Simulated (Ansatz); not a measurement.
# Work function of Ta(110): what the settings cost and change, part 2 of 2

How thick a slab and how much vacuum does the work function of Ta(110) need?

Ansatz 0.2.0; plane-wave DFT, PBE, Ansatz PAW.

So far, work function, upper face (eV): step 2 (run, setting 1 layer) 4.80; step 4 (run, 3 atoms) 4.79; step 5 (run, 4 atoms) 4.82; step 6 (run, 5 atoms) 4.79; step 7 (slab, 6 atoms) 4.78.

### Step 8. Slab, 8 atoms

System of this step: Ta(110). The cell holds 8 atoms: 8 Ta. Its edges and angles: a = 2.867 Å, b = 2.867 Å, c = 34.384 Å, α = 90.0°, β = 90.0°, γ = 70.5°. Vacuum lies along c.

File input.yaml:

```yaml
crystal:
  lattice:
    - [2.3405234457, -1.655, 0.0]
    - [2.3405234457, 1.655, 0.0]
    - [0.0, 0.0, 34.3836641201]
  atoms:
    - { symbol: Ta, position: [0.0, 0.0, 0.2617522079] }
    - { symbol: Ta, position: [0.5, 0.5, 0.3298230057] }
    - { symbol: Ta, position: [0.0, 0.0, 0.3978938034] }
    - { symbol: Ta, position: [0.5, 0.5, 0.4659646011] }
    - { symbol: Ta, position: [0.0, 0.0, 0.5340353989] }
    - { symbol: Ta, position: [0.5, 0.5, 0.6021061966] }
    - { symbol: Ta, position: [0.0, 0.0, 0.6701769943] }
    - { symbol: Ta, position: [0.5, 0.5, 0.7382477921] }
kpoints:
  mp_grid: { grid: [15, 15, 1] }
hamiltonian:
  xc: pbe
scf:
  occupations: { method: fermi_dirac, width: 0.1 }
  convergence: { dr2_threshold: 1.0e-09 }
efield:
  axis: 3
  dipole_correction: true
  ramp_position: 0.97
  ramp_width: 0.06
output:
  write_potential: true
  write_density: true
  volumetric_format: npy
```

Run with:

```sh
> ansatz run input.yaml --threads 2 --pin off --max-ram 3072MiB --backend cpu --events-out ev --progress --plain --runs-dir out
```

Numbers of over 12 decimals in the logs are rounded to 6 here.

The program printed:

```text
[...]
Crystal: 8 atoms, lattice volume = 266.375 Å³
Basis set: ecut = 420 eV, 5213 PW (Γ)
Bands: 63, of which v1, the nominal top of the filled ones, is band 52 counted from 1 (51 counted from 0)
Symmetry: 4 space group operations
k-points: 64 of 225
[...]
k-point 0: bands = [... 48 lower, 8.0311, 8.2122, 8.3672, 8.3697, 8.5589, 8.6548, 8.7173, 8.8595, ... 7 higher]
  k-point 1: bands = [... 48 lower, 7.9907, 8.1046, 8.2340, 8.3514, 8.4875, 8.5964, 8.6796, 8.7797, ... 7 higher]
  k-point 2: bands = [... 48 lower, 7.8089, 7.8938, 8.0548, 8.1399, 8.2702, 8.3722, 8.4210, 8.6031, ... 7 higher]
  k-point 63: bands = [... 48 lower, 7.6763, 8.3063, 8.6901, 9.1383, 9.8782, 9.9526, 10.0941, 10.1901, ... 7 higher]
[key lines of the parts left out:]
SCF converged after 9 iterations
Free energy (F): -79455.847605 eV
Fermi energy:    8.038322 eV
Dipole field:    D = -0.000000 V/Å  (p = -0.000000 e·Å, saw-weighted, corrected)
Work function:   Φ+ = 4.7864 eV   Φ− = 4.7864 eV
```

It took 2.8 min on 2 threads of Arm Neoverse N1, shared host; peak memory 1.2 GiB.

The work function is 4.786 eV, +0.006 eV from the run “6 layers”, at 1.8 times its CPU time.

### Step 9. Slab, 10 atoms

System of this step: Ta(110). The cell holds 10 atoms: 10 Ta. Cell: a = 2.867 Å, b = 2.867 Å, c = 39.065 Å, α = 90.0°, β = 90.0°, γ = 70.5°. Vacuum lies along c.

input.yaml, the sections that differ from step 8:

```yaml
crystal:
  lattice:
    - [2.3405234457, -1.655, 0.0]
    - [2.3405234457, 1.655, 0.0]
    - [0.0, 0.0, 39.0647110115]
  atoms:
    - { symbol: Ta, position: [0.0, 0.0, 0.2303869597] }
    - { symbol: Ta, position: [0.5, 0.5, 0.2903009686] }
    - { symbol: Ta, position: [0.0, 0.0, 0.3502149776] }
    - { symbol: Ta, position: [0.5, 0.5, 0.4101289866] }
    - { symbol: Ta, position: [0.0, 0.0, 0.4700429955] }
    - { symbol: Ta, position: [0.5, 0.5, 0.5299570045] }
    - { symbol: Ta, position: [0.0, 0.0, 0.5898710134] }
    - { symbol: Ta, position: [0.5, 0.5, 0.6497850224] }
    - { symbol: Ta, position: [0.0, 0.0, 0.7096990314] }
    - { symbol: Ta, position: [0.5, 0.5, 0.7696130403] }
# kpoints, hamiltonian, scf, efield, output: as in step 8
```

The program printed:

```text
[...]
Crystal: 10 atoms, lattice volume = 302.639 Å³
Basis set: ecut = 420 eV, 5929 PW (Γ)
Bands: 78, of which v1, the nominal top of the filled ones, is band 65 counted from 1 (64 counted from 0)
Symmetry: 4 space group operations
k-points: 64 of 225
[...]
k-point 0: bands = [... 61 lower, 9.4713, 9.5096, 9.7008, 9.7524, 9.8176, 9.8980, 9.9457, 9.9903, ... 9 higher]
  k-point 1: bands = [... 61 lower, 9.3905, 9.4617, 9.5961, 9.6616, 9.7199, 9.8343, 9.8794, 10.0615, ... 9 higher]
  k-point 2: bands = [... 61 lower, 9.1883, 9.2569, 9.2941, 9.4850, 9.5084, 9.6304, 9.6610, 9.7505, ... 9 higher]
  k-point 63: bands = [... 61 lower, 9.4196, 9.6032, 10.2094, 10.2871, 10.9438, 11.2516, 11.3161, 11.3530, ... 9 higher]
[key lines of the parts left out:]
SCF converged after 9 iterations
Free energy (F): -99320.387479 eV
Fermi energy:    9.292748 eV
Dipole field:    D = 0.000000 V/Å  (p = 0.000000 e·Å, saw-weighted, corrected)
Work function:   Φ+ = 4.7880 eV   Φ− = 4.7880 eV
```

Run time: 4.2 min. Hardware: 2 threads; peak memory 1.6 GiB.

The work function is 4.788 eV, +0.002 eV from the run “8 layers”, at 1.5 times its CPU time.

### Step 10. Run, 13 atoms

System of this step: Ta(110). The cell holds 13 atoms: 13 Ta. Its edges and angles: a = 2.867 Å, b = 2.867 Å, c = 46.086 Å, α = 90.0°, β = 90.0°, γ = 70.5°. Vacuum lies along c.

input.yaml, the sections that differ from step 9:

```yaml
crystal:
  lattice:
    - [2.3405234457, -1.655, 0.0]
    - [2.3405234457, 1.655, 0.0]
    - [0.0, 0.0, 46.0862813487]
  atoms:
    - { symbol: Ta, position: [0.0, 0.0, 0.1952858798] }
    - { symbol: Ta, position: [0.5, 0.5, 0.2460715665] }
    - { symbol: Ta, position: [0.0, 0.0, 0.2968572532] }
    - { symbol: Ta, position: [0.5, 0.5, 0.3476429399] }
    - { symbol: Ta, position: [0.0, 0.0, 0.3984286266] }
    - { symbol: Ta, position: [0.5, 0.5, 0.4492143133] }
    - { symbol: Ta, position: [0.0, 0.0, 0.5] }
    - { symbol: Ta, position: [0.5, 0.5, 0.5507856867] }
    - { symbol: Ta, position: [0.0, 0.0, 0.6015713734] }
    - { symbol: Ta, position: [0.5, 0.5, 0.6523570601] }
    - { symbol: Ta, position: [0.0, 0.0, 0.7031427468] }
    - { symbol: Ta, position: [0.5, 0.5, 0.7539284335] }
    - { symbol: Ta, position: [0.0, 0.0, 0.8047141202] }
# kpoints, hamiltonian, scf, efield, output: as in step 9
```

The program printed:

```text
[...]
Crystal: 13 atoms, lattice volume = 357.037 Å³
Basis set: ecut = 420 eV, 7001 PW (Γ)
Bands: 102, of which v1, the nominal top of the filled ones, is band 85 counted from 1 (84 counted from 0)
Symmetry: 4 space group operations
k-points: 64 of 225
[...]
k-point 1: bands = [... 81 lower, 10.9204, 11.0060, 11.0530, 11.1715, 11.2043, 11.2820, 11.3054, 11.3112, ... 13 higher]
  k-point 2: bands = [... 81 lower, 10.6671, 10.8229, 10.8468, 10.8777, 10.9706, 11.0419, 11.1152, 11.1385, ... 13 higher]
  k-point 63: bands = [... 81 lower, 11.2687, 11.3082, 11.8240, 11.8606, 12.3838, 12.6807, 12.7009, 12.8052, ... 13 higher]
[key lines of the parts left out:]
SCF converged after 10 iterations
Free energy (F): -129117.201676 eV
Fermi energy:    10.697982 eV
Dipole field:    D = -0.000000 V/Å  (p = -0.000000 e·Å, saw-weighted, corrected)
Work function:   Φ+ = 4.7876 eV   Φ− = 4.7876 eV
```

The job ended after 7.3 min (2 threads; peak memory 2.3 GiB; 14 min of CPU time).

The work function is 4.788 eV, -0.000 eV from the run “10 layers”, at 1.8 times its CPU time.

### Step 11. Run, 7 atoms

System of this step: Ta(110). The cell holds 7 atoms: 7 Ta. Its edges and angles: a = 2.867 Å, b = 2.867 Å, c = 24.043 Å, α = 90.0°, β = 90.0°, γ = 70.5°. Vacuum lies along c.

input.yaml, the sections that differ from step 10:

```yaml
crystal:
  lattice:
    - [2.3405234457, -1.655, 0.0]
    - [2.3405234457, 1.655, 0.0]
    - [0.0, 0.0, 24.0431406744]
  atoms:
    - { symbol: Ta, position: [0.0, 0.0, 0.2079595203] }
    - { symbol: Ta, position: [0.5, 0.5, 0.3053063468] }
    - { symbol: Ta, position: [0.0, 0.0, 0.4026531734] }
    - { symbol: Ta, position: [0.5, 0.5, 0.5] }
    - { symbol: Ta, position: [0.0, 0.0, 0.5973468266] }
    - { symbol: Ta, position: [0.5, 0.5, 0.6946936532] }
    - { symbol: Ta, position: [0.0, 0.0, 0.7920404797] }
# kpoints, hamiltonian, scf, efield, output: as in step 10
```

The program printed:

```text
[...]
Crystal: 7 atoms, lattice volume = 186.265 Å³
Basis set: ecut = 420 eV, 3663 PW (Γ)
Bands: 55, of which v1, the nominal top of the filled ones, is band 46 counted from 1 (45 counted from 0)
Symmetry: 4 space group operations
k-points: 64 of 225
[...]
k-point 1: bands = [... 42 lower, 11.2542, 11.3148, 11.5080, 11.6693, 11.8034, 11.8349, 12.0046, 12.1973, ... 5 higher]
  k-point 2: bands = [... 42 lower, 11.0186, 11.1449, 11.3206, 11.4449, 11.5946, 11.5947, 11.8320, 12.2829, ... 5 higher]
  k-point 63: bands = [... 42 lower, 11.0631, 11.7345, 12.0100, 12.8303, 13.1568, 13.3661, 13.3681, 13.8874, ... 5 higher]
[key lines of the parts left out:]
SCF converged after 9 iterations
Free energy (F): -69523.574936 eV
Fermi energy:    11.286507 eV
Dipole field:    D = 0.000000 V/Å  (p = 0.000000 e·Å, saw-weighted, corrected)
Work function:   Φ+ = 4.7716 eV (in doubt: plateau slope 9.8e-2 eV/Å)   Φ− = 4.7768 eV (in doubt: plateau slope 6.9e-2 eV/Å)
```

It took 1.7 min on 2 threads; peak memory 0.86 GiB.

The work function is 4.772 eV. The program marks this work function as in doubt.

### Step 12. Slab, 7 atoms

The cell differs from the one that the last finished run ended in (c 24.043 → 28.043 Å).

input.yaml, the sections that differ from step 11:

```yaml
crystal:
  lattice:
    - [2.3405234457, -1.655, 0.0]
    - [2.3405234457, 1.655, 0.0]
    - [0.0, 0.0, 28.0431406744]
  atoms:
    - { symbol: Ta, position: [0.0, 0.0, 0.249615408] }
    - { symbol: Ta, position: [0.5, 0.5, 0.3330769386] }
    - { symbol: Ta, position: [0.0, 0.0, 0.4165384693] }
    - { symbol: Ta, position: [0.5, 0.5, 0.5] }
    - { symbol: Ta, position: [0.0, 0.0, 0.5834615307] }
    - { symbol: Ta, position: [0.5, 0.5, 0.6669230614] }
    - { symbol: Ta, position: [0.0, 0.0, 0.750384592] }
# kpoints, hamiltonian, scf, efield, output: as in step 11
```

The program printed:

```text
[...]
Crystal: 7 atoms, lattice volume = 217.254 Å³
Basis set: ecut = 420 eV, 4271 PW (Γ)
Bands: 55, of which v1, the nominal top of the filled ones, is band 46 counted from 1 (45 counted from 0)
Symmetry: 4 space group operations
k-points: 64 of 225
[...]
k-point 0: bands = [... 42 lower, 9.0997, 9.1188, 9.2243, 9.4569, 9.5782, 9.6434, 9.7112, 9.8716, ... 5 higher]
  k-point 1: bands = [... 42 lower, 8.9590, 9.0223, 9.2150, 9.3761, 9.5128, 9.5442, 9.7117, 9.9039, ... 5 higher]
  k-point 2: bands = [... 42 lower, 8.7257, 8.8521, 9.0275, 9.1548, 9.3016, 9.3017, 9.5372, 9.9914, ... 5 higher]
  k-point 63: bands = [... 42 lower, 8.7701, 9.4414, 9.7170, 10.5372, 10.8636, 11.0731, 11.0751, 11.5943, ... 5 higher]
[key lines of the parts left out:]
SCF converged after 9 iterations
Free energy (F): -69523.574995 eV
Fermi energy:    8.993482 eV
Dipole field:    D = 0.000001 V/Å  (p = 0.000001 e·Å, saw-weighted, corrected)
Work function:   Φ+ = 4.7892 eV   Φ− = 4.7893 eV
```

It took 1.8 min on 2 threads; peak memory 0.96 GiB.

The work function is 4.789 eV, +0.018 eV from the run “7 layers, 10 Å of vacuum”, at 1.0 times its CPU time.

### Step 13. Slab, 7 atoms (run 2)

The cell differs from the one that the last finished run ended in (c 28.043 → 40.043 Å).

input.yaml, the sections that differ from step 12:

```yaml
crystal:
  lattice:
    - [2.3405234457, -1.655, 0.0]
    - [2.3405234457, 1.655, 0.0]
    - [0.0, 0.0, 40.0431406744]
  atoms:
    - { symbol: Ta, position: [0.0, 0.0, 0.3246498597] }
    - { symbol: Ta, position: [0.5, 0.5, 0.3830999064] }
    - { symbol: Ta, position: [0.0, 0.0, 0.4415499532] }
    - { symbol: Ta, position: [0.5, 0.5, 0.5] }
    - { symbol: Ta, position: [0.0, 0.0, 0.5584500468] }
    - { symbol: Ta, position: [0.5, 0.5, 0.6169000936] }
    - { symbol: Ta, position: [0.0, 0.0, 0.6753501403] }
# kpoints, hamiltonian, scf, efield, output: as in step 12
```

The program printed:

```text
[...]
Crystal: 7 atoms, lattice volume = 310.220 Å³
Basis set: ecut = 420 eV, 6091 PW (Γ)
Bands: 55, of which v1, the nominal top of the filled ones, is band 46 counted from 1 (45 counted from 0)
Symmetry: 4 space group operations
k-points: 64 of 225
[...]
k-point 0: bands = [... 42 lower, 4.9696, 4.9887, 5.0942, 5.3268, 5.4481, 5.5133, 5.5813, 5.7415, ... 5 higher]
  k-point 1: bands = [... 42 lower, 4.8289, 4.8922, 5.0849, 5.2460, 5.3828, 5.4141, 5.5816, 5.7738, ... 5 higher]
  k-point 2: bands = [... 42 lower, 4.5956, 4.7220, 4.8974, 5.0248, 5.1715, 5.1716, 5.4071, 5.8614, ... 5 higher]
  k-point 63: bands = [... 42 lower, 4.6400, 5.3113, 5.5869, 6.4071, 6.7335, 6.9430, 6.9449, 7.4642, ... 5 higher]
[key lines of the parts left out:]
SCF converged after 9 iterations
Free energy (F): -69523.575031 eV
Fermi energy:    4.863384 eV
Dipole field:    D = -0.000000 V/Å  (p = -0.000000 e·Å, saw-weighted, corrected)
Work function:   Φ+ = 4.7888 eV   Φ− = 4.7888 eV
```

Wall time 2.5 min (2 threads); peak memory 1.3 GiB; 5 min of CPU time.

The work function is 4.789 eV, -0.000 eV from the run “7 layers, 14 Å of vacuum”, at 1.5 times its CPU time.

### Step 14. Comparing the runs

Times are for 2 threads of Arm Neoverse N1, shared host. The runs compared:

| no. | setting | work function, upper face (eV) | time | memory (GiB) |
| --- | --- | --- | --- | --- |
| 1 | 1 layer | 4.796 | 15 s | 0.45 |
| 2 | 2 layers | 4.701 | 23 s | 0.45 |
| 3 | 3 layers | 4.790 | 37 s | 0.54 |
| 4 | 4 layers | 4.815 | 48 s | 0.65 |
| 5 | 5 layers | 4.791 | 64 s | 0.76 |
| 6 | 6 layers | 4.780 | 93 s | 0.89 |
| 7 | 8 layers | 4.786 | 2.8 min | 1.2 |
| 8 | 10 layers | 4.788 | 4.2 min | 1.6 |
| 9 | 13 layers | 4.788 | 7.3 min | 2.3 |
| 10 | 7 layers, 10 Å of vacuum | 4.772 | 1.7 min | 0.86 |
| 11 | 7 layers, 14 Å of vacuum | 4.789 | 1.8 min | 0.96 |
| 12 | 7 layers, 26 Å of vacuum | 4.789 | 2.5 min | 1.3 |

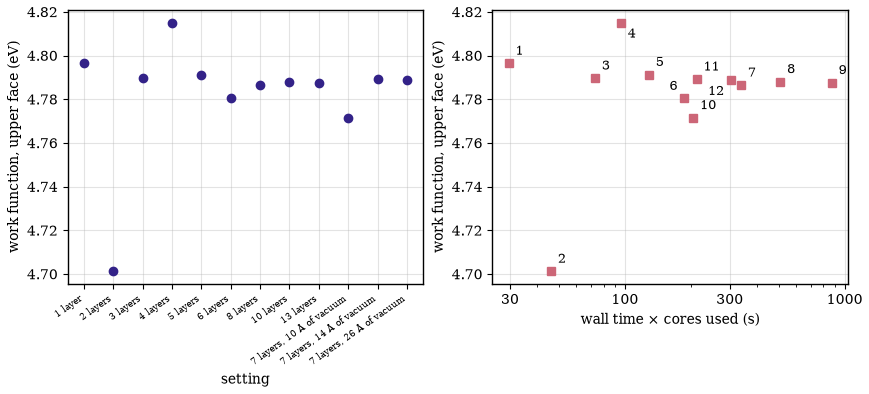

The series as plots; the last panel sets the first result against cost, with the runs numbered as in the table.

### Step 15. Results

```json
{
 "work function, 2 layers": "4.701 eV",
 "work function, 4 layers": "4.815 eV",
 "work function, 6 layers": "4.780 eV",
 "work function, 13 layers": "4.788 eV"
}
```

The thickest slab gives 4.79 eV, and the settings tried spread the value from 4.70 to 4.82 eV. At 18 Å of vacuum, the slabs from 3 layers on stay within 0.03 eV of the thickest. Going from 10 to 26 Å of vacuum moves it by 0.017 eV. The program marks the value as in doubt in “7 layers, 10 Å of vacuum”. The ladder's slabs use the tabulated experimental lattice constant (two decimals; a low-temperature value for the alkali metals). In 2 runs of the series (7 layers, 10 Å of vacuum and 7 layers, 14 Å of vacuum) the program warns that electrons reach the sawtooth's ramp, which makes dipole and work function less sure.

Comparison with the measured values:

| quantity | measured | 13 layers |
| --- | --- | --- |
| work function (clean (110) face, a compiled value) (eV) | 4.74 | 4.79 (+0.05 eV) |

Measured values from arxiv:1902.07811 (2019).

How well it matches: The work function is off by +0.05 eV: good agreement. The grades are ours: good and fair within 3 and 7 % for the work function. No cell relaxation is part of this session.

[Logs are printed without paths, hosts, clocks, repeated set-up lines and the standing remarks that a program may print on its own settings, such as how far it seeks lower states.]

[Hosts, paths, dates, database ids (printed as entryN), source tags and the programs' standing remarks are cut or masked in the printed files.]

[Maps of the electrostatic potential energy from Ansatz leave out the sawtooth potential of an applied field or a dipole correction, so their vacuum need not be flat; planar profiles and work functions include it.]
